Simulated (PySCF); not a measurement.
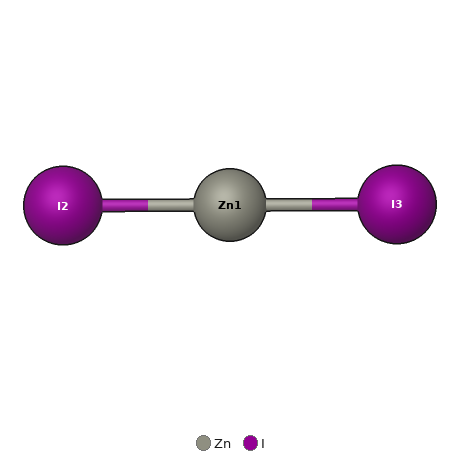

Rigid scan of ZnI₂, singlet, from a minimum of the shape that electron-pair counting expects: all bonds to atom 1 scaled (atom 1 is the central atom). PBE0/def2-SVP (ECP) with PySCF, restricted determinant, no spin-orbit coupling; energies counted from the minimum. Splines pass through the computed points.

**What does it cost to go to either end of the scan?**

140.0 kJ/mol at 0.88 and 290.5 kJ/mol at 1.35.

**Give the computed values.**

In kJ/mol:
| scale of the bond length | PBE0 |
| --- | --- |
| 0.88 | 140.0 |
| 0.92 | 53.7 |
| 0.96 | 11.7 |
| 1.00 | 0.0 |
| 1.04 | 8.9 |
| 1.08 | 31.6 |
| 1.14 | 81.1 |
| 1.22 | 160.4 |
| 1.35 | 290.5 |

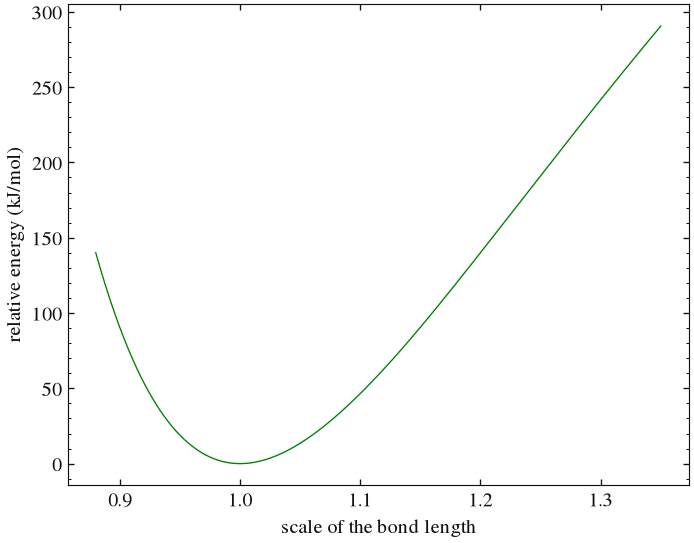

Caveats: closed-shell stability not tested; double-zeta basis on some or all atoms.
